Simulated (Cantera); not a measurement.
Input: 1 mol Zr, 0.023 mol H2O, equilibrated at 35.0 mbar.

Method: chemical equilibrium by Gibbs-energy minimisation in Cantera with the NASA 1993 tables (ideal gas, pure condensed phases). Candidate condensed phases: H2O, Zr, ZrO2; 12 gas species. Mutual solubility and eutectic melting of coexisting phases are not modelled. Condensed phases not in the tables: N, O or C dissolved in the metal. Kinetics and transport are ignored.

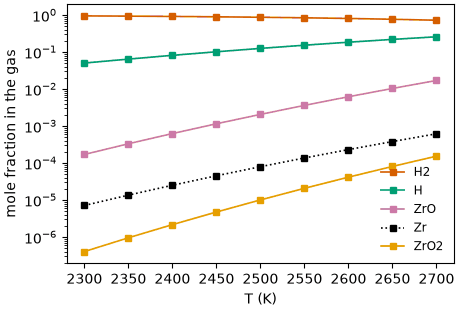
*Equilibrium gas composition (values under 1e-9 drawn at 1e-9)*

### Question
Read off the mole fractions at 2350 K.

### Answer
H2 about 0.94, H about 0.064, ZrO about 0.00033, Zr about 1.4e-5, ZrO2 about 9.5e-7.
